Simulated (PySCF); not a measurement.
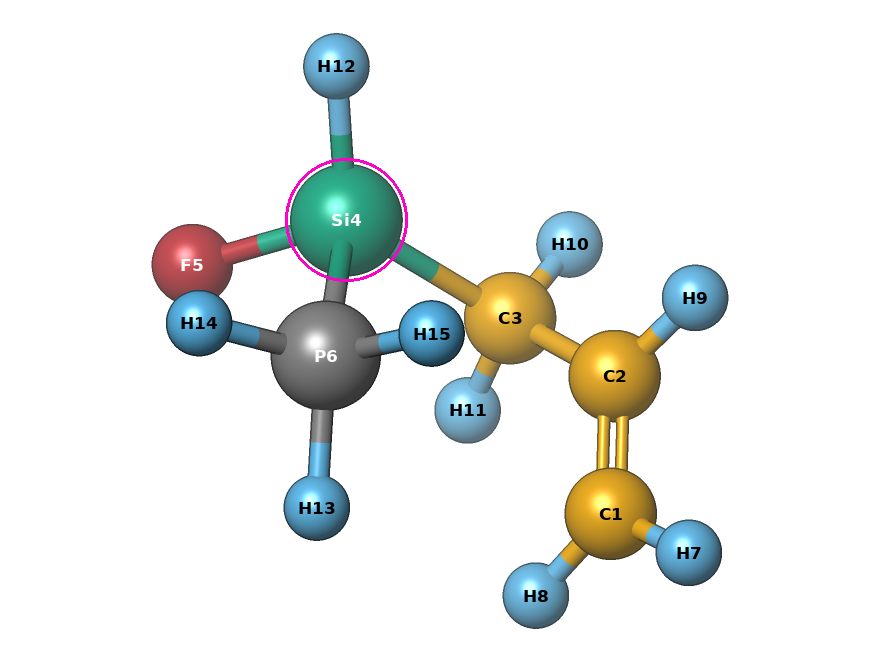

Depth is shown by fading: the farther an atom, the more it takes the colour of the background. Circles mark the stereogenic atoms. The species has charge +1 and is a spin singlet. The computed structure is the end point of a GFN2-xTB optimisation. No frequency run is at hand to confirm it as a minimum.

Give the R/S and E/Z labels.

Answer. Si4: S (priorities P6 > F5 > C3 > H12).

Give a SMILES with the stereochemistry.

Answer. C=CC[Si@@H](F)[PH3+]
